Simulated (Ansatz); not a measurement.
# BF2H3OSi···HF: what the fields show

```xyz
10

B    -0.2467   -1.3853    0.6789
F     1.5454   -0.5090   -2.3075
F     0.1633   -2.5710    0.2889
F    -0.9674   -1.2919    1.7838
H     1.0460   -0.5364   -1.5211
O     0.0688   -0.2889   -0.0447
Si   -0.3280    1.3250    0.2325
H     0.2425    1.7330    1.5357
H     0.2787    2.0717   -0.8861
H    -1.8024    1.4530    0.2397
```

The product side of a reaction path; geometry: PBE0-D4/def2-TZVP.

All numbers below come from RKS PBE0-D4/def2-TZVPP (Ansatz).

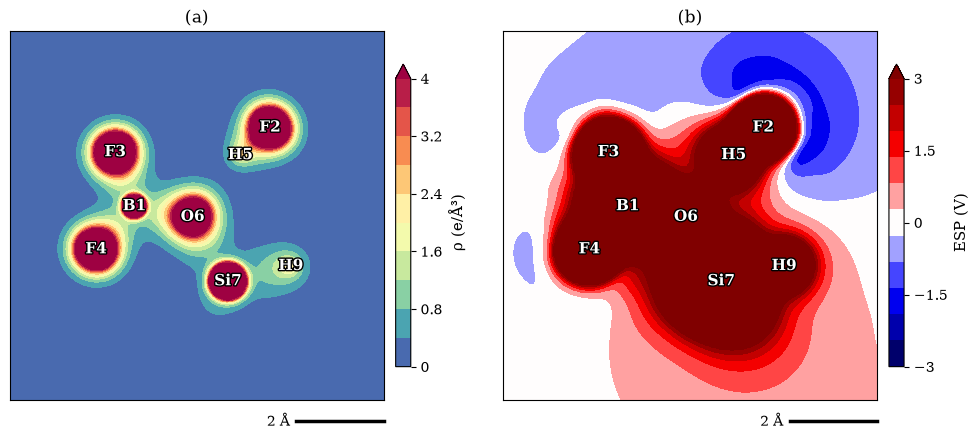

Figure 1. (a) total electron density; (b) electrostatic potential on the plane of atoms F3, B1 and F4.

Read the bonding off the picture.

Atoms in the plane: B, F, H, O and Si. O6···H5 (1.79 Å): the density falls to about 0.24 e/Å³ on the way: by its geometry a hydrogen bond between the two molecules, with no shared pair. B–F (1.31 Å): the density is about 2.3 e/Å³ at the midpoint. B–O (1.35 Å): ρ at the midpoint is about 2.2 e/Å³. Si–O (1.68 Å): the density is about 1.1 e/Å³ at the midpoint. F–H (0.93 Å): ρ is about 4.7 e/Å³ halfway. Outside the dense part of the complex the potential is most negative (−1.7 V) near F2.

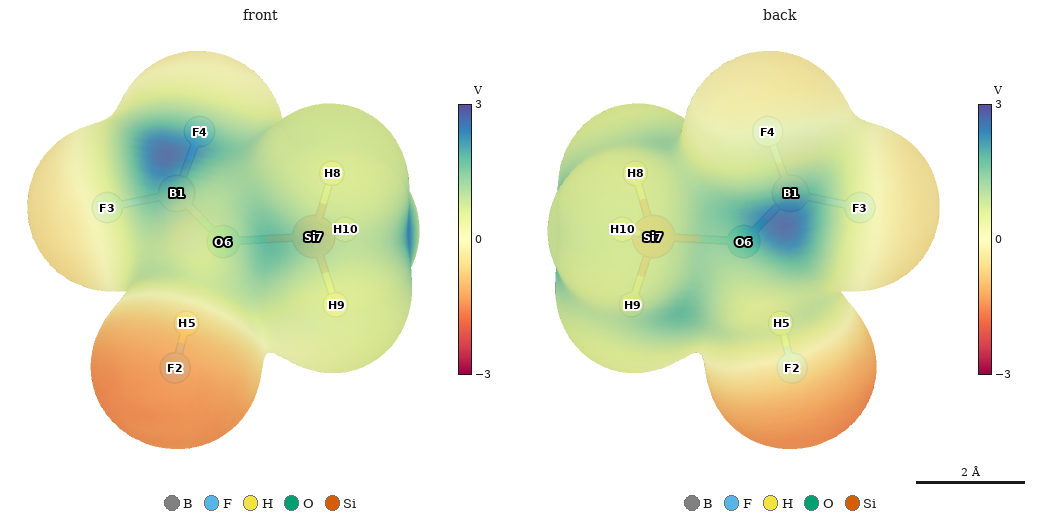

Figure 2. The electrostatic potential painted on the density surface at 0.002 e/bohr³, seen from the front and from behind; the colour scale runs from red (negative) to blue (positive).

Which sites attract a positive test charge, and which a negative one?

A positive charge is drawn to the negative regions and a negative charge to the positive ones. The most negative region (about −1.5 V) lies over F2, the most positive (about +2.6 V) over B1.

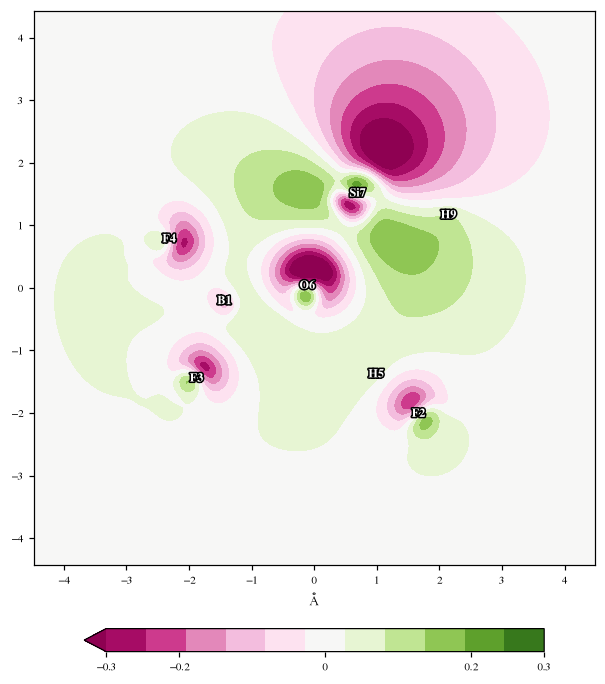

Figure 3. The LUMO on the plane of atoms F3, B1 and O6 (values in Å⁻³ᐟ²; the overall sign is arbitrary).

Where does this orbital lie, and at what energy?

Its weight (Hirshfeld) is mainly on Si7 (about 50 %), B1 (about 15 %), O6 (about 10 %), H8 (about 5 %) and H10 (about 5 %). Its energy is −0.68 eV.
